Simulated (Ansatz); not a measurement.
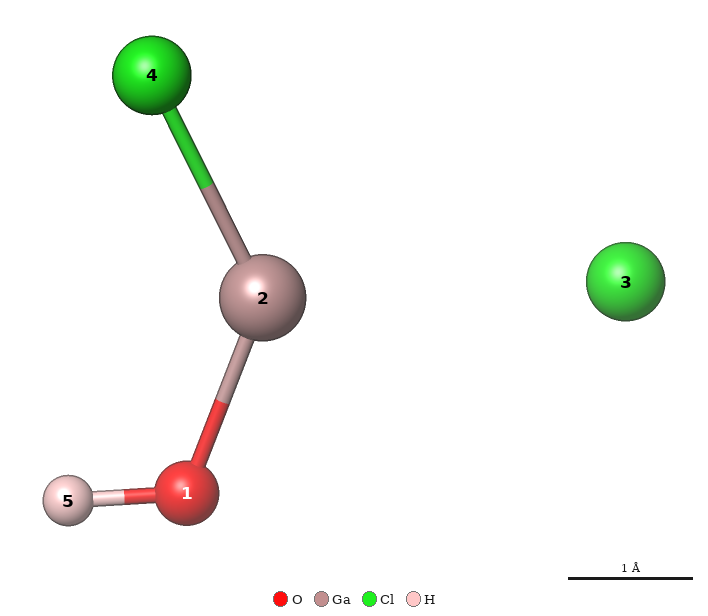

Figure made from data computed with Ansatz.

Orthographic view. Atoms fade into the background with distance from the viewer. Geometry: relaxed with PBE0-D4/def2-TZVP with one coordinate held away from its value at the minimum.

List all interatomic distances (Å) as a matrix.

| atom | O1 | Ga2 | Cl3 | Cl4 | H5 |
| --- | --- | --- | --- | --- | --- |
| O1 | 0.00 |  |  |  |  |
| Ga2 | 1.75 | 0.00 |  |  |  |
| Cl3 | 3.96 | 2.95 | 0.00 |  |  |
| Cl4 | 3.54 | 2.09 | 4.26 | 0.00 |  |
| H5 | 0.96 | 2.31 | 4.86 | 3.64 | 0.00 |
